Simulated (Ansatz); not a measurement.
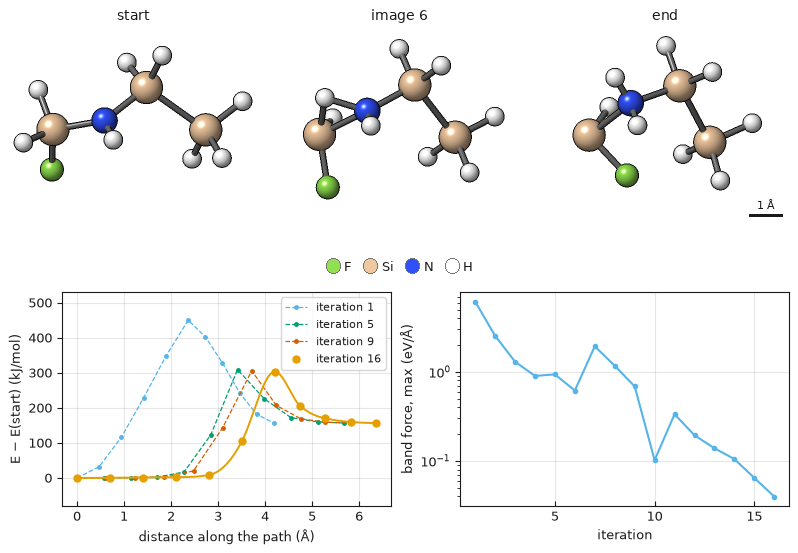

A nudged-elastic-band calculation for Si3NH8F. Images are numbered from 0 (start) to 10 (end). The plot follows the band through its iterations. The picture is a ball-and-stick view, seen at a tilt.

The calculation used RKS PBE0/def2-SVP (Ansatz). Run with 9 movable images; climbing image; force threshold 0.05 eV/Å; iteration limit 45; starting path through a guess of the saddle point.

> Judge this run.

The result is final at these settings. The band converged in 16 iterations. The largest component of the band force went from 6.2 to 0.04 eV/Å. The climbing image converged on the top of the path. Its vibrational analysis gives one imaginary mode (1492i cm⁻¹), as a transition state must have. The first iteration put the highest image at 450.1 kJ/mol. The highest point, image 6, lies 303.3 kJ/mol above the start and 146.7 kJ/mol above the end; the end is at +156.6 kJ/mol relative to the start.

The run took 7.3 min on 2 threads of Arm Neoverse V2, with other jobs on the host, peak memory 0.3 GiB.
